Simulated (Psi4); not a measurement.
**CH4ClSi (SMILES C[SiH]Cl) at UTPSS/6-311+G(d,p)**

Aim: the energy change on altering one bond length of CH4ClSi at UTPSS/6-311+G**, from 2 runs. 

Program for the calculation: Psi4 1.11.

2 further runs of the same task are left out: 2 set aside as unsound or not needed.

## (1) The system as given

CH4ClSi has 7 atoms, charge 0, and is taken as a doublet. As SMILES, `C[SiH]Cl`. The shape is that of a PBE0-D4/def2-TZVP optimisation.

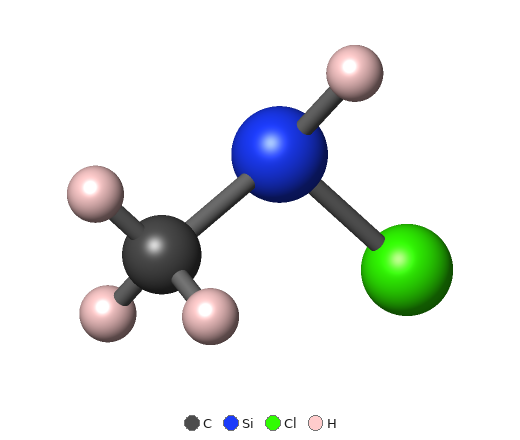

Viewed from a chosen angle; carbon dark grey, silicon blue, chlorine green, hydrogen pink.

## (2) A single-point energy at UTPSS/6-311+G(d,p)

The input, input.dat:

```
memory 1.6 GB

molecule molecule1 {
  0 2
  C     -0.636800     0.463300    -0.329000
  Si     1.003800    -0.393300    -0.087600
  Cl     0.685200    -2.302900     0.627600
  H     -0.475300     1.484500    -0.682800
  H     -1.182000     0.503000     0.618400
  H     -1.249200    -0.066600    -1.060300
  H      1.854400     0.312100     0.913700
  units angstrom
  symmetry c1
}

set reference uks
set puream true
set e_convergence 1e-09
set d_convergence 1e-08
set scf_type pk
set dft_radial_points 99
set dft_spherical_points 590
set maxiter 200

e_tot, wfn = energy('tpss/6-311+G**', return_wfn=True)
oeprop(wfn, 'MULLIKEN_CHARGES', 'DIPOLE', 'QUADRUPOLE', title='TPSS')
print_variables()
```

Command:

```console
$ psi4 -i input.dat -o output.dat -n 1
```

output.dat:

```text
[...]
  Running in c1 symmetry.
[...]
  Nuclear repulsion =  137.451277302862053
[...]
  Multiplicity = 2
[...]
  Nalpha       = 21
  Nbeta        = 20
[...]
    Number of basis functions: 106
[...]
   @UKS iter   1:  -789.90069568390732   -3.56630e-02   8.62436e-03 ADIIS/DIIS
[...]
   @UKS iter  13:  -790.29376329073591   -3.41061e-12   7.34836e-09 DIIS
[...]
   @S^2 Observed:                7.517393953E-01
[...]
    Orbital Energies [Eh]
    ---------------------
    Alpha Occupied:
       1A   -101.006990     2A    -65.699244     3A     -9.991460
       4A     -9.244549     5A     -7.023919     6A     -7.017728
       7A     -7.016650     8A     -5.143776     9A     -3.521457
      10A     -3.519109    11A     -3.515404    12A     -0.772319
      13A     -0.668994    14A     -0.476180    15A     -0.395759
      16A     -0.391683    17A     -0.349387    18A     -0.335163
      19A     -0.309508    20A     -0.281970    21A     -0.193558
    Alpha Virtual:
      22A     -0.023578    23A     -0.015340    24A      0.008966
      25A      0.023835    26A      0.036543    27A      0.038690
[...]
  @UKS Final Energy:  -790.29376329073591
   => Energetics <=
    Nuclear Repulsion Energy =            137.4512773028620529
    One-Electron Energy =               -1363.7415227187275377
    Two-Electron Energy =                 492.1600098528663807
    DFT Exchange-Correlation Energy =     -56.1635277277367493
    Empirical Dispersion Energy =           0.0000000000000000
    VV10 Nonlocal Energy =                  0.0000000000000000
    Total Energy =                       -790.2937632907359102
[...]
 Multipole Moments:
 ------------------------------------------------------------------------------------
     Multipole            Electronic (a.u.)      Nuclear  (a.u.)        Total (a.u.)
 ------------------------------------------------------------------------------------
 L = 1.  Multiply by 2.5417464519 to convert [e a0] to [Debye]
 Dipole X            :          2.9168181           -3.1591664           -0.2423483
 Dipole Y            :         -6.4902998            7.2208313            0.7305315
 Dipole Z            :          1.0960976           -1.3288405           -0.2327430
 Magnitude           :                                                    0.8041009
 L = 2.  Multiply by 1.3450342976 to convert [e a0^2] to [Debye ang]
 Quadrupole XX       :        -98.6365676           73.6722654          -24.9643022
 Quadrupole XY       :         52.4875200          -52.7703744           -0.2828543
[...]
  Mulliken Charges: (a.u.)
   Center  Symbol    Alpha    Beta     Spin     Total
       1     C     3.32235  3.33885 -0.01650 -0.66119
       2    SI     7.32212  6.38299  0.93913  0.29489
       3    CL     8.57335  8.54749  0.02585 -0.12084
       4     H     0.40940  0.41199 -0.00259  0.17861
       5     H     0.41715  0.39124  0.02590  0.19161
       6     H     0.40261  0.40650 -0.00390  0.19089
       7     H     0.55303  0.52093  0.03210 -0.07397
   Total alpha = 21.00000, Total beta = 20.00000, Total charge =  0.00000
  Variable Map:
[...]
```

Run time: 2.3 min. Hardware: 1 thread of AMD EPYC 7R43 (Zen 3), shared host; peak memory 0.64 GiB.

## (3) The distorted shape: energy and gradient at UTPSS/6-311+G(d,p)

The input, ch4clsi.inp:

```
memory 1.6 GB

molecule {
  0 2
  C     -0.555002     0.457344    -0.471142
  Si     1.085598    -0.399256    -0.229742
  Cl     0.766998    -2.308856     0.485458
  H     -0.393502     1.478544    -0.824942
  H     -1.182000     0.503000     0.618400
  H     -1.167402    -0.072556    -1.202442
  H      1.936198     0.306144     0.771558
  units angstrom
  symmetry c1
  no_reorient
  no_com
}

set reference uks
set puream true
set e_convergence 1e-09
set d_convergence 1e-08
set scf_type pk
set dft_radial_points 99
set dft_spherical_points 590
set maxiter 200

energy_value, wavefunction = gradient("tpss/6-311+G**", return_wfn=True)
oeprop(wavefunction, "MAYER_INDICES", "DIPOLE", "MULLIKEN_CHARGES")
```

Command:

```console
$ psi4 -i ch4clsi.inp -o ch4clsi.out -n 1
```

ch4clsi.out (excerpt; [...] marks lines left out):

```text
[...]
  Running in c1 symmetry.
[...]
  Nuclear repulsion =  136.847357566988990
[...]
  Multiplicity = 2
[...]
  Nalpha       = 21
  Nbeta        = 20
[...]
    Number of basis functions: 106
[...]
   @UKS iter   1:  -789.89639094252345   -6.29819e-02   8.48413e-03 DIIS/ADIIS
[...]
   @UKS iter  13:  -790.28282784974363   -6.13909e-12   7.07000e-09 DIIS
[...]
   @S^2 Observed:                7.518819948E-01
[...]
  @UKS Final Energy:  -790.28282784974363
   => Energetics <=
    Nuclear Repulsion Energy =            136.8473575669889897
    One-Electron Energy =               -1362.5599237568974331
    Two-Electron Energy =                 491.5412541235565413
    DFT Exchange-Correlation Energy =     -56.1115157833916172
    Empirical Dispersion Energy =           0.0000000000000000
    VV10 Nonlocal Energy =                  0.0000000000000000
    Total Energy =                       -790.2828278497436258
[...]
  -Total Gradient:
     Atom            X                  Y                   Z
    ------   -----------------  -----------------  -----------------
       1        0.029463015241    -0.002155743130    -0.050620910823
       2       -0.005306950824    -0.005452868524     0.001524887141
       3        0.000867933965     0.008778009829    -0.003244398606
       4        0.001610646867    -0.003186760841    -0.001447535140
       5       -0.030118309953     0.001470878104     0.054828671593
       6        0.003851312420     0.000713852982    -0.000606405243
       7       -0.000385028112    -0.000157904722    -0.000433980191
[...]
 Multipole Moments:
 ------------------------------------------------------------------------------------
     Multipole            Electronic (a.u.)      Nuclear  (a.u.)        Total (a.u.)
 ------------------------------------------------------------------------------------
[...]
  Mulliken Charges: (a.u.)
   Center  Symbol    Alpha    Beta     Spin     Total
       1     C     3.31300  3.34290 -0.02990 -0.65590
       2    SI     7.31901  6.38697  0.93203  0.29402
       3    CL     8.57201  8.54700  0.02501 -0.11901
       4     H     0.40642  0.40856 -0.00214  0.18502
       5     H     0.43740  0.39157  0.04583  0.17104
       6     H     0.39902  0.40323 -0.00421  0.19775
       7     H     0.55314  0.51976  0.03337 -0.07290
   Total alpha = 21.00000, Total beta = 20.00000, Total charge =  0.00000
  Mayer Bond Indices:
[...]
```

Wall time 2.4 min (1 thread of AMD EPYC 7R43 (Zen 3), shared host); peak memory 0.65 GiB.

## (4) What came out

Level: UTPSS/6-311+G**.

```
                                                         quantity          value
                                        first shape: total energy  -790.29376 Eh
                                       first shape: dipole moment         2.04 D
                  first shape: HOMO energy (highest over α and β)       -5.27 eV
                   first shape: LUMO energy (lowest over α and β)       -3.36 eV
                                                first shape: ⟨S²⟩          0.752
                                    distorted shape: total energy  -790.28283 Eh
                                   distorted shape: dipole moment         2.02 D
              distorted shape: HOMO energy (highest over α and β)       -5.29 eV
               distorted shape: LUMO energy (lowest over α and β)       -3.41 eV
                                            distorted shape: ⟨S²⟩          0.752
                        distorted shape: largest force on an atom     3.218 eV/Å
energy change with the C1–H5 bond stretched from 1.094 to 1.258 Å       0.298 eV
```

With the C1–H5 bond stretched from 1.094 to 1.258 Å the energy rises by 0.30 eV (6.9 kcal/mol). The first shape isn't relaxed at this level, so the change isn't measured from a minimum. Mulliken charges (first shape) run from -0.66 on C1 to +0.29 on Si2; in a basis this large or diffuse they mean little.
